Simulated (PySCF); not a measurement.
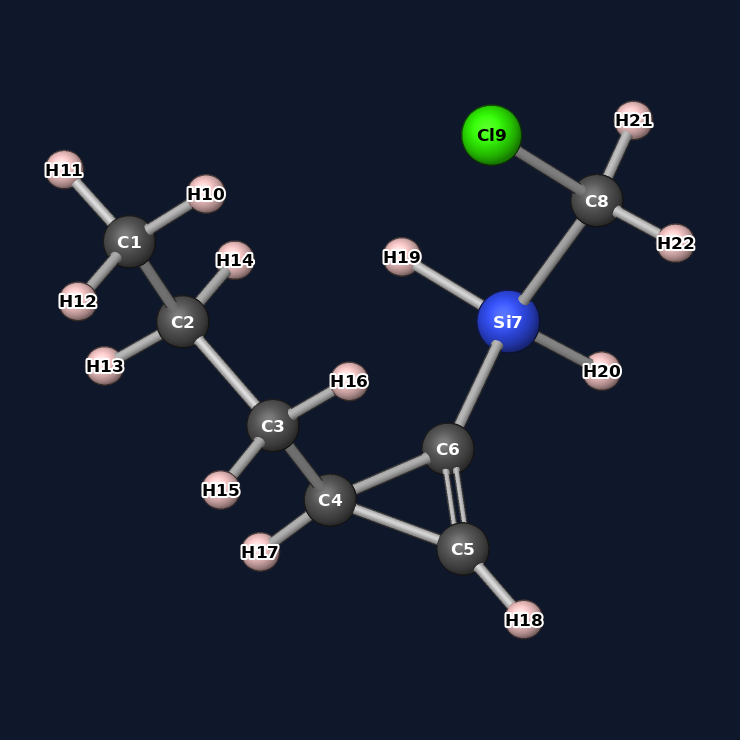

The questions are on isotropic NMR shieldings of the C atoms. The geometry was computed by an optimisation with GFN2-xTB. No frequency run is at hand to confirm it as a minimum. Level of theory: GIAO PBE0/pcSseg-1 NMR shielding, non-relativistic, gas phase (PySCF 2.14.0).

List the isotropic NMR shieldings of the C atoms.

```csv
atom,σ (ppm)
C1,170.2
C2,161.0
C3,141.2
C4,164.5
C5,34.5
C6,57.7
C8,153.8
```

The geometry is semi-empirical. Around Si such bond lengths and angles can be off by a tenth of an ångström or more and by several degrees, and values that hang on the shape move with them.
